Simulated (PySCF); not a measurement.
**C3H8FNSi: NMR shifts at several levels of theory**

How much do the NMR shifts of C3H8FNSi (`C=C(F)[SiH2]NC`) depend on the level of theory, and what does each level cost?

The runs use PySCF 2.14.0, with density-fitted response routines of our own; the level of theory stands in each step. All values are computed, except where a source is named. Atoms are numbered from 0 throughout.

### Step 1. The starting structure

14 atoms, charge 0, multiplicity 1; geometry from: PBE0-D3(BJ)/def2-SVP.

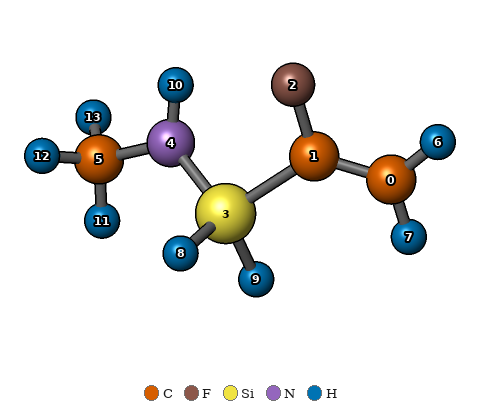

As it starts; carbon orange, fluorine brown, silicon yellow, nitrogen purple, hydrogen blue, atoms numbered.

### Step 2. Shielding tensors: PBE0/pcSseg-1

Job settings and geometry (Å):

```
{"job": {"kind": "nmr", "xc": "PBE0", "basis": "pcSseg-1", "pop": false}, "charge": 0, "multiplicity": 1}
C      2.859103    -0.248417    -0.104613
C      1.682228     0.374047    -0.121697
F      1.459111     1.351160    -1.029802
Si     0.211733     0.076544     1.023255
N     -1.170737     0.046973    -0.007372
C     -2.525676    -0.205425     0.416488
H      3.655985     0.022634    -0.802949
H      3.039596    -1.047696     0.616438
H      0.196707     1.149623     2.075123
H      0.395460    -1.227715     1.728534
H     -1.090174     0.585972    -0.863529
H     -2.529739    -0.902302     1.270158
H     -3.076031     0.700791     0.736837
H     -3.113138    -0.686750    -0.383350
```

Level: GIAO PBE0/pcSseg-1 NMR shielding, non-relativistic, gas phase.

Command:

```bash
$ OMP_NUM_THREADS=1 python probes_run.py task.json out
```

The driver reads the jobs from task.json and runs them one after another.

The program printed:

```text
coarse grid: 11992 points
cycle   1  E = -562.6420136864  dE =  4.650e-01  |g| = 5.347e-01  |ddm| = 3.242e+00
cycle   2  E = -562.5985520632  dE =  4.346e-02  |g| = 7.259e-01  |ddm| = 9.287e-01
cycle   3  E = -562.6970703597  dE = -9.852e-02  |g| = 7.276e-02  |ddm| = 5.852e-01
cycle   4  E = -562.6981696798  dE = -1.099e-03  |g| = 2.650e-02  |ddm| = 7.894e-02
cycle   5  E = -562.6983296317  dE = -1.600e-04  |g| = 8.317e-03  |ddm| = 2.560e-02
cycle   6  E = -562.6983413651  dE = -1.173e-05  |g| = 4.116e-03  |ddm| = 9.482e-03
cycle   7  E = -562.6983455641  dE = -4.199e-06  |g| = 3.094e-04  |ddm| = 3.137e-03
final grid: 111128 points
cycle   8  E = -562.7367702614  dE = -2.207e-05  |g| = 7.499e-03  |ddm| = 1.824e-02
cycle   9  E = -562.7367621630  dE =  8.098e-06  |g| = 9.942e-03  |ddm| = 1.399e-02
cycle  10  E = -562.7367833492  dE = -2.119e-05  |g| = 1.061e-03  |ddm| = 7.904e-03
cycle  11  E = -562.7367835524  dE = -2.032e-07  |g| = 1.847e-04  |ddm| = 8.483e-04
cycle  12  E = -562.7367835573  dE = -4.883e-09  |g| = 8.314e-05  |ddm| = 1.714e-04
cycle  13  E = -562.7367835588  dE = -1.530e-09  |g| = 3.016e-05  |ddm| = 7.949e-05
cycle  14  E = -562.7367835591  dE = -2.206e-10  |g| = 5.049e-06  |ddm| = 2.833e-05
converged SCF energy = -562.7367835591

GIAO shielding tensors (ppm)
atom      isotropic    diamagn.    paramagn.     s11        s22        s33       span
  0 C       71.038     256.683    -185.645    -49.152    107.446    154.819    203.971
  1 C        5.761     257.737    -251.977   -105.115     48.509     73.889    179.004
  2 F      273.359     476.773    -203.414    147.179    262.757    410.140    262.962
  3 Si     394.041     881.383    -487.342    345.120    384.893    452.110    106.990
  4 N      260.489     325.557     -65.068    222.735    257.454    301.278     78.543
  5 C      153.682     239.011     -85.329    129.582    145.076    186.389     56.807
  6 H       25.731      28.569      -2.838     21.961     24.857     30.376      8.415
  7 H       26.097      30.638      -4.541     23.317     25.305     29.670      6.353
  8 H       26.187      29.102      -2.915     23.117     24.260     31.183      8.066
  9 H       26.562      30.531      -3.968     23.910     24.956     30.821      6.911
 10 H       31.516      34.913      -3.397     21.044     31.477     42.026     20.983
 11 H       28.880      27.611       1.268     24.760     26.981     34.898     10.138
 12 H       28.504      26.393       2.111     23.293     26.427     35.792     12.499
 13 H       28.463      26.844       1.618     23.407     26.336     35.645     12.238
```

It took 12 s on 1 thread of Arm Neoverse V2, shared host; peak memory 0.86 GiB.

Shifts follow as δ = σ(reference) − σ, with reference shieldings (ppm) from runs at the same level and on the same kind of geometry: ¹H TMS 31.27, ¹³C TMS 184.4, ²⁹Si TMS 352.0, ¹⁹F CFCl3 177.2, ¹⁵N NH3 265.7. The references are single molecules in the gas phase, so shifts against H2O, NH3, PH3, H3PO4 or CFCl3 are not on the usual liquid scales and can be off by tens of ppm. Atoms listed in one row are averaged.

```tsv
atoms	environment	σ (ppm)	δ (ppm)	δ scaled to CDCl3
C1	fully substituted alkene carbon bonded to F	5.8	178.6	173.0
C0	terminal =CH2 carbon	71.0	113.4	109.6
C5	methyl carbon bonded to N	153.7	30.7	29.3
H6	hydrogen on a terminal =CH2 carbon	25.73	5.54	5.46
H7	hydrogen on a terminal =CH2 carbon	26.10	5.17	5.12
H8, H9	hydrogen on a silicon bonded to C, N	26.37	4.89	–
H11, H12, H13	hydrogen on a methyl carbon bonded to N	28.62	2.65	2.73
H10	hydrogen on a nitrogen bonded to C, Si	31.52	-0.25	–
F2	vinylic fluorine	273.4	-96.1	–
Si3	silicon bonded to C, N, 2 H	394.0	-42.0	–
N4	nitrogen bonded to C, Si, H	260.5	5.2	–
```

The scaled column applies a straight-line fit of computed shieldings to shifts measured in CDCl3; 19F shifts take a fit of their own (root-mean-square error 0.21 ppm for H, 2.0 ppm for C).

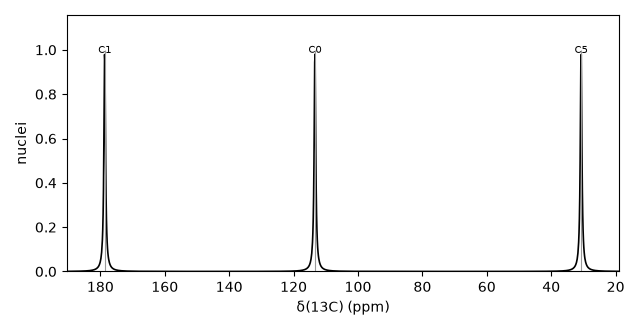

¹³C lines at the computed shifts, without couplings. Lines are broadened to a width of 0.59 ppm (Lorentzian).

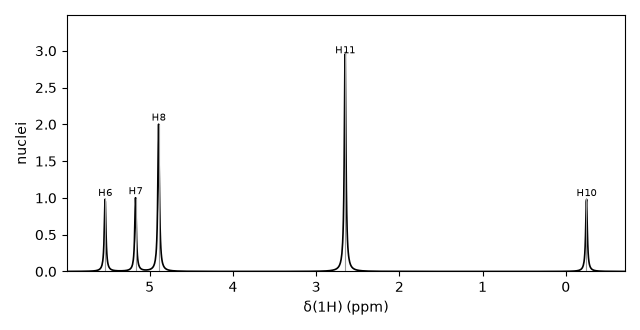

¹H lines at the computed shifts, without couplings. Lines are broadened to a width of 0.02 ppm (Lorentzian).

### Step 3. Shielding tensors: mPW1PW91/pcSseg-1

The job, as its differences from that of step 2:

```diff
@@ -1,2 +1,2 @@
-{"job": {"kind": "nmr", "xc": "PBE0", "basis": "pcSseg-1", "pop": false}, "charge": 0, "multiplicity": 1}
+{"job": {"kind": "nmr", "xc": "mPW1PW91", "basis": "pcSseg-1", "pop": false}, "charge": 0, "multiplicity": 1}
 C      2.859103    -0.248417    -0.104613
```

Method: GIAO mPW1PW91/pcSseg-1 NMR shielding, non-relativistic, gas phase.

The program printed:

```text
coarse grid: 11992 points
cycle   1  E = -563.0124374817  dE =  4.646e-01  |g| = 5.474e-01  |ddm| = 3.241e+00
cycle   2  E = -562.9668528140  dE =  4.558e-02  |g| = 7.452e-01  |ddm| = 9.417e-01
cycle   3  E = -563.0697689906  dE = -1.029e-01  |g| = 7.266e-02  |ddm| = 5.930e-01
cycle   4  E = -563.0708663794  dE = -1.097e-03  |g| = 2.592e-02  |ddm| = 7.776e-02
cycle   5  E = -563.0710218540  dE = -1.555e-04  |g| = 7.803e-03  |ddm| = 2.498e-02
cycle   6  E = -563.0710318241  dE = -9.970e-06  |g| = 4.084e-03  |ddm| = 9.089e-03
cycle   7  E = -563.0710359774  dE = -4.153e-06  |g| = 3.146e-04  |ddm| = 3.129e-03
final grid: 111128 points
cycle   8  E = -563.1092787968  dE = -2.236e-05  |g| = 5.346e-03  |ddm| = 1.698e-02
cycle   9  E = -563.1092746833  dE =  4.114e-06  |g| = 7.115e-03  |ddm| = 9.969e-03
cycle  10  E = -563.1092854690  dE = -1.079e-05  |g| = 7.390e-04  |ddm| = 5.583e-03
cycle  11  E = -563.1092855701  dE = -1.011e-07  |g| = 1.544e-04  |ddm| = 6.248e-04
cycle  12  E = -563.1092855735  dE = -3.355e-09  |g| = 7.321e-05  |ddm| = 1.433e-04
cycle  13  E = -563.1092855748  dE = -1.264e-09  |g| = 2.148e-05  |ddm| = 6.680e-05
cycle  14  E = -563.1092855749  dE = -1.107e-10  |g| = 3.754e-06  |ddm| = 2.052e-05
converged SCF energy = -563.1092855749

GIAO shielding tensors (ppm)
atom      isotropic    diamagn.    paramagn.     s11        s22        s33       span
  0 C       70.000     256.572    -186.572    -50.482    106.436    154.045    204.527
  1 C        4.900     257.948    -253.048   -106.289     47.765     73.225    179.515
  2 F      274.877     476.962    -202.085    149.422    264.338    410.871    261.449
  3 Si     392.991     881.425    -488.434    344.671    384.194    450.106    105.435
  4 N      259.367     325.811     -66.444    221.809    256.454    299.837     78.028
  5 C      152.672     238.908     -86.236    128.726    144.245    185.044     56.318
  6 H       25.790      28.598      -2.808     22.034     24.909     30.428      8.394
  7 H       26.160      30.666      -4.506     23.373     25.377     29.730      6.357
  8 H       26.286      29.181      -2.895     23.224     24.366     31.269      8.046
  9 H       26.661      30.619      -3.958     24.001     25.063     30.918      6.917
 10 H       31.548      34.980      -3.432     21.126     31.517     42.002     20.876
 11 H       28.939      27.658       1.282     24.831     27.052     34.934     10.103
 12 H       28.565      26.428       2.137     23.382     26.493     35.819     12.437
 13 H       28.525      26.877       1.647     23.494     26.404     35.676     12.182
```

Run time: 12 s. Hardware: 1 thread of Arm Neoverse V2, shared host; peak memory 0.81 GiB.

In short: δ C1 178.6, C0 113.5, C5 30.9, F2 -97.0, H6 5.53, H7 5.16 ppm.

### Step 4. Shielding tensors: WP04/pcSseg-1

The job, as its differences from that of step 3:

```diff
@@ -1,2 +1,2 @@
-{"job": {"kind": "nmr", "xc": "mPW1PW91", "basis": "pcSseg-1", "pop": false}, "charge": 0, "multiplicity": 1}
+{"job": {"kind": "nmr", "xc": "WP04", "basis": "pcSseg-1", "pop": false}, "charge": 0, "multiplicity": 1}
 C      2.859103    -0.248417    -0.104613
```

With the program's defaults for keys left out, this is: GIAO WP04/pcSseg-1 NMR shielding, non-relativistic, gas phase.

The program printed:

```text
coarse grid: 11992 points
cycle   1  E = -572.1939456867  dE =  4.233e-01  |g| = 9.305e-01  |ddm| = 3.300e+00
cycle   2  E = -571.9591363486  dE =  2.348e-01  |g| = 1.436e+00  |ddm| = 1.785e+00
cycle   3  E = -572.3466212175  dE = -3.875e-01  |g| = 1.654e-01  |ddm| = 1.308e+00
cycle   4  E = -572.3525542227  dE = -5.933e-03  |g| = 4.458e-02  |ddm| = 1.576e-01
cycle   5  E = -572.3530332672  dE = -4.790e-04  |g| = 1.117e-02  |ddm| = 4.156e-02
cycle   6  E = -572.3530523081  dE = -1.904e-05  |g| = 7.042e-03  |ddm| = 1.384e-02
cycle   7  E = -572.3530635160  dE = -1.121e-05  |g| = 1.387e-03  |ddm| = 5.924e-03
cycle   8  E = -572.3530639495  dE = -4.335e-07  |g| = 3.899e-04  |ddm| = 1.199e-03
final grid: 111128 points
cycle   9  E = -572.4066252919  dE = -3.516e-05  |g| = 7.744e-03  |ddm| = 2.200e-02
cycle  10  E = -572.4066112653  dE =  1.403e-05  |g| = 1.149e-02  |ddm| = 1.366e-02
cycle  11  E = -572.4066383269  dE = -2.706e-05  |g| = 1.504e-03  |ddm| = 8.350e-03
cycle  12  E = -572.4066387436  dE = -4.167e-07  |g| = 3.572e-04  |ddm| = 1.302e-03
cycle  13  E = -572.4066387662  dE = -2.258e-08  |g| = 1.812e-04  |ddm| = 3.613e-04
cycle  14  E = -572.4066387741  dE = -7.903e-09  |g| = 4.171e-05  |ddm| = 1.468e-04
cycle  15  E = -572.4066387745  dE = -4.180e-10  |g| = 7.564e-06  |ddm| = 4.220e-05
converged SCF energy = -572.4066387745

GIAO shielding tensors (ppm)
atom      isotropic    diamagn.    paramagn.     s11        s22        s33       span
  0 C       59.065     257.178    -198.113    -61.302     93.749    144.747    206.048
  1 C       -7.718     259.070    -266.789   -115.100     32.750     59.196    174.297
  2 F      280.633     480.162    -199.529    161.423    277.161    403.315    241.893
  3 Si     387.133     883.535    -496.403    343.808    381.315    436.276     92.468
  4 N      243.097     328.278     -85.181    205.942    243.768    279.581     73.639
  5 C      139.682     239.589     -99.906    116.055    131.478    171.514     55.459
  6 H       26.269      28.608      -2.339     22.780     25.363     30.663      7.883
  7 H       26.612      31.151      -4.539     23.874     25.888     30.075      6.202
  8 H       27.185      30.153      -2.968     24.217     25.308     32.030      7.814
  9 H       27.620      31.784      -4.164     24.960     26.069     31.831      6.871
 10 H       31.546      35.798      -4.252     21.801     31.541     41.296     19.495
 11 H       29.325      28.220       1.105     25.459     27.538     34.979      9.520
 12 H       28.916      26.699       2.217     24.109     26.898     35.742     11.633
 13 H       28.920      27.208       1.711     24.293     26.858     35.609     11.316
```

It took 12 s on 1 thread of Arm Neoverse V2, shared host; peak memory 0.86 GiB.

This run: δ C1 180.2, C0 113.4, C5 32.8, F2 -103.7, H6 5.30, H7 4.95 ppm.

### Step 5. Shielding tensors: B97-2/pcSseg-1

The job, as its differences from that of step 4:

```diff
@@ -1,2 +1,2 @@
-{"job": {"kind": "nmr", "xc": "WP04", "basis": "pcSseg-1", "pop": false}, "charge": 0, "multiplicity": 1}
+{"job": {"kind": "nmr", "xc": "B97-2", "basis": "pcSseg-1", "pop": false}, "charge": 0, "multiplicity": 1}
 C      2.859103    -0.248417    -0.104613
```

Method: GIAO B97-2/pcSseg-1 NMR shielding, non-relativistic, gas phase.

The program printed:

```text
coarse grid: 11992 points
cycle   1  E = -562.9945437875  dE =  4.461e-01  |g| = 5.654e-01  |ddm| = 3.250e+00
cycle   2  E = -562.9377081555  dE =  5.684e-02  |g| = 7.967e-01  |ddm| = 1.010e+00
cycle   3  E = -563.0553240617  dE = -1.176e-01  |g| = 7.635e-02  |ddm| = 6.473e-01
cycle   4  E = -563.0565780908  dE = -1.254e-03  |g| = 2.580e-02  |ddm| = 8.225e-02
cycle   5  E = -563.0567353414  dE = -1.573e-04  |g| = 7.613e-03  |ddm| = 2.548e-02
cycle   6  E = -563.0567445953  dE = -9.254e-06  |g| = 4.231e-03  |ddm| = 9.259e-03
cycle   7  E = -563.0567491552  dE = -4.560e-06  |g| = 3.714e-04  |ddm| = 3.346e-03
final grid: 111128 points
cycle   8  E = -563.0846160881  dE = -3.820e-05  |g| = 7.701e-03  |ddm| = 2.045e-02
cycle   9  E = -563.0846056964  dE =  1.039e-05  |g| = 1.110e-02  |ddm| = 9.926e-03
cycle  10  E = -563.0846237363  dE = -1.804e-05  |g| = 8.837e-04  |ddm| = 6.813e-03
cycle  11  E = -563.0846238472  dE = -1.109e-07  |g| = 4.146e-04  |ddm| = 8.626e-04
cycle  12  E = -563.0846238895  dE = -4.225e-08  |g| = 8.648e-05  |ddm| = 3.468e-04
cycle  13  E = -563.0846238912  dE = -1.724e-09  |g| = 2.864e-05  |ddm| = 9.153e-05
cycle  14  E = -563.0846238914  dE = -1.995e-10  |g| = 3.300e-06  |ddm| = 2.333e-05
converged SCF energy = -563.0846238914

GIAO shielding tensors (ppm)
atom      isotropic    diamagn.    paramagn.     s11        s22        s33       span
  0 C       73.168     256.567    -183.399    -43.815    108.867    154.453    198.267
  1 C        8.619     257.819    -249.200    -98.312     49.926     74.244    172.555
  2 F      275.486     477.058    -201.573    151.533    265.497    409.427    257.894
  3 Si     400.413     881.628    -481.214    353.242    391.841    456.157    102.916
  4 N      258.006     325.840     -67.834    220.662    255.717    297.638     76.976
  5 C      152.569     238.910     -86.341    128.753    144.115    184.838     56.085
  6 H       25.903      28.673      -2.771     22.179     25.023     30.506      8.327
  7 H       26.274      30.791      -4.517     23.555     25.470     29.797      6.242
  8 H       26.385      29.323      -2.938     23.332     24.470     31.354      8.022
  9 H       26.785      30.793      -4.007     24.142     25.191     31.024      6.882
 10 H       31.598      35.118      -3.520     21.273     31.591     41.930     20.657
 11 H       28.996      27.762       1.234     24.938     27.112     34.939     10.002
 12 H       28.602      26.490       2.112     23.457     26.537     35.813     12.356
 13 H       28.577      26.958       1.619     23.595     26.467     35.668     12.074
```

Wall time 12 s (1 thread of Arm Neoverse V2, shared host); peak memory 0.81 GiB.

This run: δ C1 175.1, C0 110.5, C5 31.1, F2 -97.4, H6 5.47, H7 5.10 ppm.

### Step 6. Shielding tensors: BHandHLYP/pcSseg-1

The job, as its differences from that of step 5:

```diff
@@ -1,2 +1,2 @@
-{"job": {"kind": "nmr", "xc": "B97-2", "basis": "pcSseg-1", "pop": false}, "charge": 0, "multiplicity": 1}
+{"job": {"kind": "nmr", "xc": "BHandHLYP", "basis": "pcSseg-1", "pop": false}, "charge": 0, "multiplicity": 1}
 C      2.859103    -0.248417    -0.104613
```

Method: GIAO BHandHLYP/pcSseg-1 NMR shielding, non-relativistic, gas phase.

The program printed:

```text
coarse grid: 11992 points
cycle   1  E = -562.9298878793  dE =  5.473e-01  |g| = 5.221e-01  |ddm| = 3.199e+00
cycle   2  E = -562.9371446066  dE = -7.257e-03  |g| = 5.362e-01  |ddm| = 6.615e-01
cycle   3  E = -562.9855634546  dE = -4.842e-02  |g| = 4.999e-02  |ddm| = 3.551e-01
cycle   4  E = -562.9860959357  dE = -5.325e-04  |g| = 1.410e-02  |ddm| = 4.995e-02
cycle   5  E = -562.9861427948  dE = -4.686e-05  |g| = 4.187e-03  |ddm| = 1.521e-02
cycle   6  E = -562.9861470448  dE = -4.250e-06  |g| = 9.762e-04  |ddm| = 3.967e-03
final grid: 111128 points
cycle   7  E = -563.0155472374  dE = -1.062e-05  |g| = 3.656e-03  |ddm| = 8.789e-03
cycle   8  E = -563.0155471328  dE =  1.046e-07  |g| = 3.899e-03  |ddm| = 5.585e-03
cycle   9  E = -563.0155499533  dE = -2.821e-06  |g| = 2.767e-04  |ddm| = 2.646e-03
cycle  10  E = -563.0155499668  dE = -1.351e-08  |g| = 8.476e-05  |ddm| = 2.450e-04
cycle  11  E = -563.0155499685  dE = -1.611e-09  |g| = 2.050e-05  |ddm| = 8.771e-05
cycle  12  E = -563.0155499685  dE = -9.004e-11  |g| = 6.019e-06  |ddm| = 2.107e-05
converged SCF energy = -563.0155499685

GIAO shielding tensors (ppm)
atom      isotropic    diamagn.    paramagn.     s11        s22        s33       span
  0 C       68.479     256.263    -187.784    -58.302    108.274    155.466    213.768
  1 C        3.298     257.855    -254.557   -118.539     51.326     77.106    195.645
  2 F      300.415     477.779    -177.364    183.068    294.028    424.148    241.080
  3 Si     401.708     879.794    -478.087    355.563    393.602    455.957    100.394
  4 N      261.642     326.277     -64.635    225.168    259.318    300.440     75.272
  5 C      154.145     237.440     -83.295    131.305    145.880    185.251     53.946
  6 H       25.896      28.577      -2.682     22.162     24.840     30.686      8.524
  7 H       26.305      30.757      -4.452     23.575     25.404     29.937      6.362
  8 H       26.680      29.347      -2.667     23.626     24.799     31.616      7.989
  9 H       27.000      30.785      -3.785     24.302     25.415     31.283      6.981
 10 H       31.608      35.067      -3.460     21.133     31.505     42.185     21.053
 11 H       29.075      27.658       1.416     24.880     27.214     35.130     10.251
 12 H       28.742      26.503       2.239     23.532     26.685     36.009     12.477
 13 H       28.659      26.905       1.754     23.579     26.547     35.851     12.272
```

It took 11 s on 1 thread of Arm Neoverse V2, shared host; peak memory 0.86 GiB.

Key values: δ C1 180.7, C0 115.5, C5 29.8, F2 -96.1, H6 5.55, H7 5.14 ppm.

### Step 7. NMR shieldings: CAM-B3LYP/pcSseg-1

The job, as its differences from that of step 6:

```diff
@@ -1,2 +1,2 @@
-{"job": {"kind": "nmr", "xc": "BHandHLYP", "basis": "pcSseg-1", "pop": false}, "charge": 0, "multiplicity": 1}
+{"job": {"kind": "nmr", "xc": "CAM-B3LYP", "basis": "pcSseg-1", "pop": false}, "charge": 0, "multiplicity": 1}
 C      2.859103    -0.248417    -0.104613
```

With the program's defaults for keys left out, this is: GIAO CAM-B3LYP/pcSseg-1 NMR shielding, non-relativistic, gas phase.

The program printed:

```text
coarse grid: 11992 points
cycle   1  E = -562.9534812958  dE =  5.343e-01  |g| = 5.585e-01  |ddm| = 3.207e+00
cycle   2  E = -562.9428929520  dE =  1.059e-02  |g| = 6.568e-01  |ddm| = 7.675e-01
cycle   3  E = -563.0139571708  dE = -7.106e-02  |g| = 5.072e-02  |ddm| = 4.129e-01
cycle   4  E = -563.0144204291  dE = -4.633e-04  |g| = 2.034e-02  |ddm| = 4.796e-02
cycle   5  E = -563.0145020850  dE = -8.166e-05  |g| = 8.012e-03  |ddm| = 2.110e-02
cycle   6  E = -563.0145143513  dE = -1.227e-05  |g| = 2.125e-03  |ddm| = 6.214e-03
cycle   7  E = -563.0145153349  dE = -9.836e-07  |g| = 4.248e-04  |ddm| = 2.058e-03
final grid: 111128 points
cycle   8  E = -563.0601762138  dE = -1.806e-05  |g| = 4.026e-03  |ddm| = 9.653e-03
cycle   9  E = -563.0601757980  dE =  4.157e-07  |g| = 4.583e-03  |ddm| = 5.777e-03
cycle  10  E = -563.0601795338  dE = -3.736e-06  |g| = 4.756e-04  |ddm| = 2.804e-03
cycle  11  E = -563.0601795699  dE = -3.610e-08  |g| = 1.159e-04  |ddm| = 3.530e-04
cycle  12  E = -563.0601795726  dE = -2.725e-09  |g| = 3.792e-05  |ddm| = 1.293e-04
cycle  13  E = -563.0601795729  dE = -2.996e-10  |g| = 1.207e-05  |ddm| = 3.537e-05
converged SCF energy = -563.0601795729

GIAO shielding tensors (ppm)
atom      isotropic    diamagn.    paramagn.     s11        s22        s33       span
  0 C       67.148     256.115    -188.967    -57.712    106.002    153.154    210.867
  1 C       -0.937     257.667    -258.604   -118.607     44.855     70.941    189.549
  2 F      283.205     477.505    -194.300    159.846    274.533    415.235    255.389
  3 Si     387.412     880.982    -493.570    337.771    377.871    446.593    108.822
  4 N      260.256     325.251     -64.995    222.361    257.595    300.812     78.450
  5 C      152.375     237.789     -85.414    128.531    143.672    184.922     56.392
  6 H       25.825      28.530      -2.705     22.090     24.944     30.441      8.351
  7 H       26.226      30.800      -4.574     23.449     25.419     29.811      6.363
  8 H       26.429      29.315      -2.886     23.386     24.548     31.354      7.968
  9 H       26.737      30.740      -4.002     24.109     25.142     30.961      6.852
 10 H       31.576      34.899      -3.323     21.161     31.675     41.891     20.730
 11 H       28.930      27.681       1.248     24.835     27.070     34.884     10.049
 12 H       28.584      26.487       2.098     23.411     26.573     35.768     12.357
 13 H       28.524      26.899       1.625     23.493     26.465     35.614     12.121
```

It took 16 s on 1 thread of Arm Neoverse V2, shared host; peak memory 0.85 GiB.

Key values: δ C1 183.4, C0 115.3, C5 30.1, F2 -94.1, H6 5.50, H7 5.10 ppm.

[end of part 1 of 2]
